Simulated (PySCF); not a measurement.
# CH₇PSi₂ (triplet): what the fields show

```xyz
11

Si    0.9029    0.7223   -0.2819
C     2.5751   -0.1534   -0.4763
P    -0.9194   -0.4448   -0.8650
Si   -2.2138    0.0302    0.9284
H     2.7787   -0.3819   -1.5341
H     3.3784    0.4978   -0.0997
H     2.5886   -1.0896    0.1038
H    -1.5420    0.4756   -1.7641
H    -3.6081   -0.4367    0.6510
H    -1.6541   -0.7330    2.0821
H    -2.2536    1.4849    1.2664
```

Geometry: PBE0-D3(BJ)/def2-SVP.

The calculation used PySCF, UKS B3LYP, IGLO-III on C P Si, pcH-1 on H, non-relativistic, mean-field spin-orbit, GIAO.

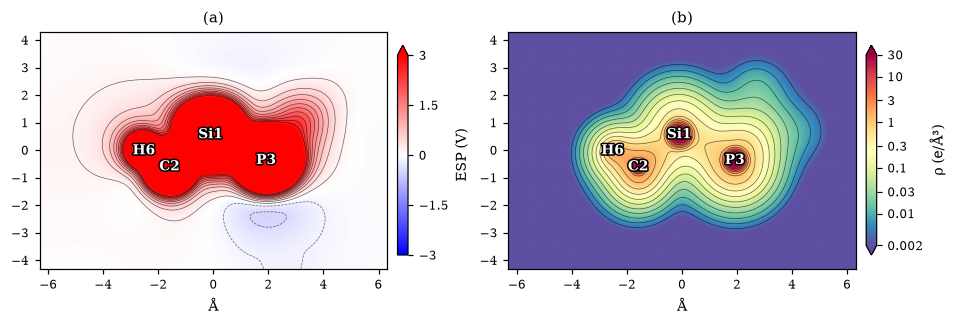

Figure 1. (a) molecular electrostatic potential; (b) electron density on the plane of atoms C2, Si1 and P3.

**What does the map show?**

- The plane passes through Si, C, P and H nuclei.
- C–Si (1.90 Å): ρ at the midpoint is about 0.88 e/Å³.
- Si–P (2.24 Å): the density is about 0.67 e/Å³ at the midpoint.
- C–H (1.10 Å): the density is about 1.9 e/Å³ at the midpoint.
- Outside the dense part of the molecule the potential is most negative (−0.5 V) near P3.

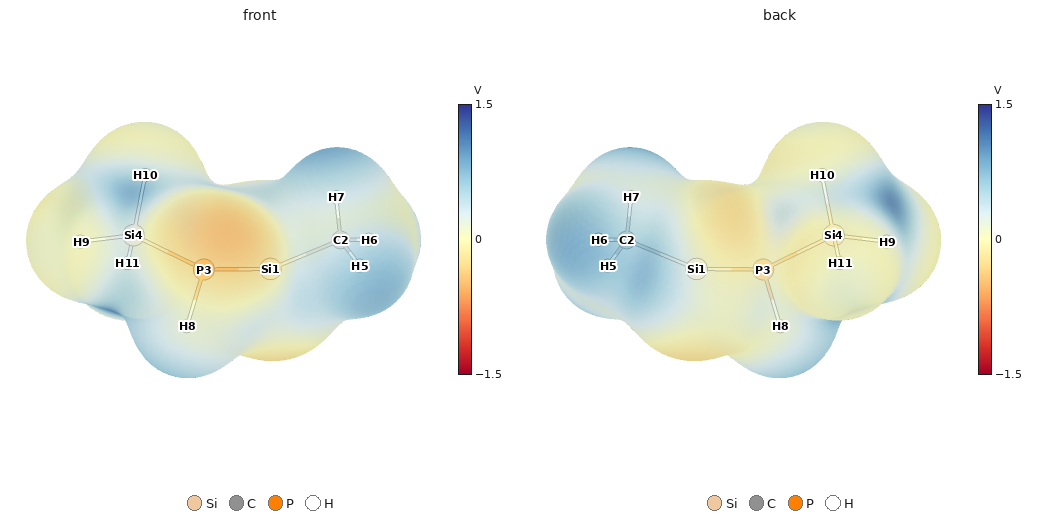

Figure 2. The electrostatic potential painted on the density surface at 0.002 e/bohr³, seen from the front and from behind; the colour scale runs from red (negative) to blue (positive).

**Which sites attract a positive test charge, and which a negative one?**

A positive charge is drawn to the negative regions and a negative charge to the positive ones. The most negative region (about −0.5 V) lies over P3, the most positive (about +1.0 V) over Si4.
